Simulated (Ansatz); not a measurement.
C₃H₈In (SMILES CC[CH2][InH+]) (charge +1)

Input file:

```
crystal:
  periodic: [false, false, false]
  atoms:
    - {symbol: C, position_ang: [-0.598554, -0.074903, -0.934490]}
    - {symbol: C, position_ang: [-0.041118, -1.473800, -0.732376]}
    - {symbol: C, position_ang: [0.586925, -1.682039, 0.639764]}
    - {symbol: In, position_ang: [1.905220, -0.061743, 1.088131]}
    - {symbol: H, position_ang: [-1.345311, 0.188897, -0.168739]}
    - {symbol: H, position_ang: [0.206061, 0.695227, -0.904822]}
    - {symbol: H, position_ang: [-1.077015, 0.043061, -1.917044]}
    - {symbol: H, position_ang: [0.685402, -1.714836, -1.524579]}
    - {symbol: H, position_ang: [-0.851952, -2.215148, -0.837667]}
    - {symbol: H, position_ang: [1.163282, -2.615455, 0.738226]}
    - {symbol: H, position_ang: [-0.155513, -1.654436, 1.456118]}
    - {symbol: H, position_ang: [2.947398, 1.223287, 1.441917]}
basis:
  gaussian:
    orbitals: def2-TZVPD
total_charge: 1
output: {forces: true, orbitals: {seedname: orbitals}}
hamiltonian:
  xc: pbe0
```

Run with:

```sh
ansatz run input.yaml --threads 2 --pin off --max-ram 4350MiB --events-out events.jsonl --progress --plain --runs-dir runs
```

Geometry: PBE0-D3(BJ)/def2-SVP; core potentials replace the inner electrons of In.

Method: Ansatz, isolated molecule in a Gaussian basis; Kohn-Sham density functional theory, functional PBE0.

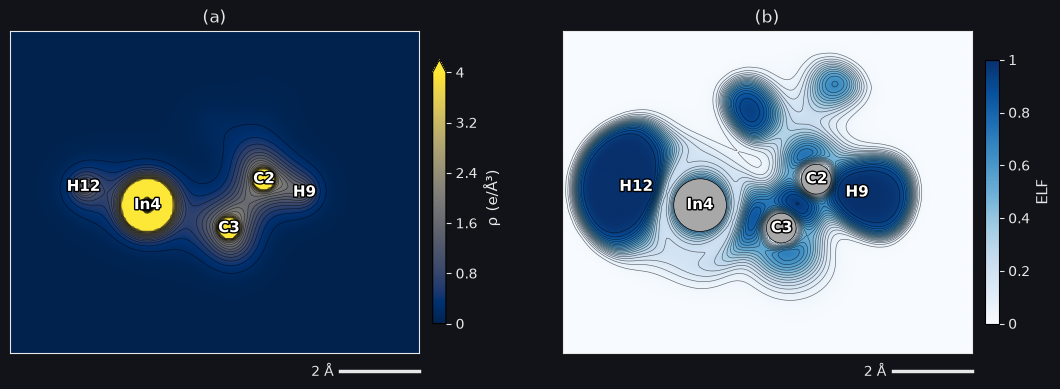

Figure 1. (a) electron density; (b) ELF on the plane of atoms C2, C3 and In4. Grey discs cover the atomic cores in the ELF map.

What does the map show?

Answer. The section cuts through C, In and H sites.
C–C (1.52 Å): ρ is about 1.6 e/Å³ halfway; the ELF peaks at about 0.95 between the atoms (a shared electron pair).
C–In (2.14 Å): ρ is about 0.73 e/Å³ halfway; the ELF peaks at about 0.85 in the valence shell of C, 0.7 Å from its nucleus, and drops to about 0.25 between the two atoms.
C–H (1.10 Å): ρ at the midpoint is about 2 e/Å³; the ELF climbs to about 1 towards the hydrogen, as it does in any bond to H (an ordinary covalent bond to hydrogen).
In–H (1.69 Å): ρ is about 1.3 e/Å³ halfway; the ELF climbs to about 1 towards the hydrogen.

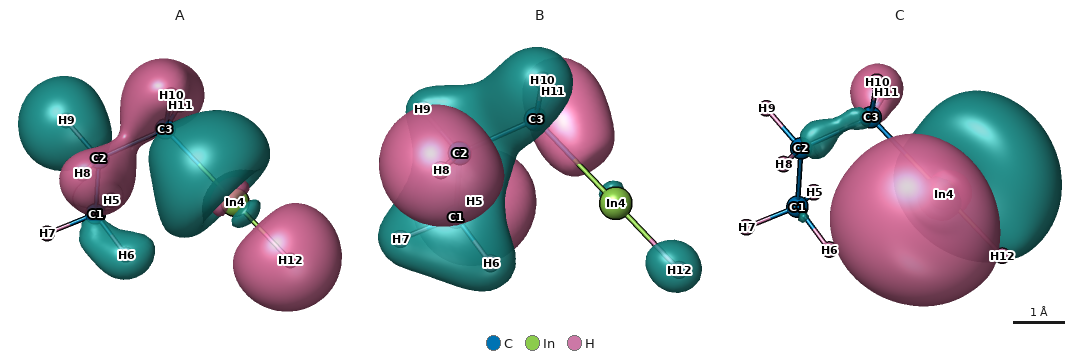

Figure 2. Three frontier orbitals at ±0.08 Å⁻³ᐟ² (teal and pink are the two phases), in no order.

Which picture is the HOMO−1, the HOMO and the LUMO?

Answer. B is the HOMO−1 (−14.08 eV). Its weight (Hirshfeld) is mainly on C2 (about 25 %), C1 (about 20 %), H8 (about 15 %), H5 (about 15 %) and C3 (about 10 %). A is the HOMO (−13.07 eV). By Hirshfeld shares it lies mainly on In4 (about 25 %), C3 (about 25 %), H12 (about 15 %), C2 (about 15 %) and H9 (about 10 %). C is the LUMO (−6.82 eV). Its weight (Hirshfeld) is mainly on In4 (about 85 %).

What is the HOMO–LUMO gap?

Answer. 6.25 eV between the orbital energies.

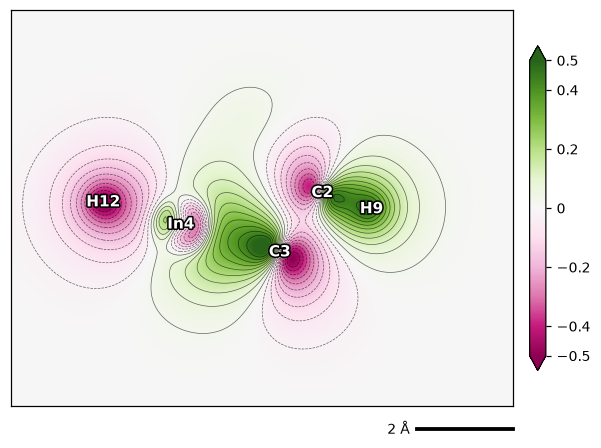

Figure 3. The HOMO on the plane of atoms C2, C3 and In4 (values in Å⁻³ᐟ²; the overall sign is arbitrary).

What is the character of this orbital?

Answer. It lies mainly on In4 (about 25 %), C3 (about 25 %), H12 (about 15 %), C2 (about 15 %) and H9 (about 10 %). Its energy is −13.07 eV.
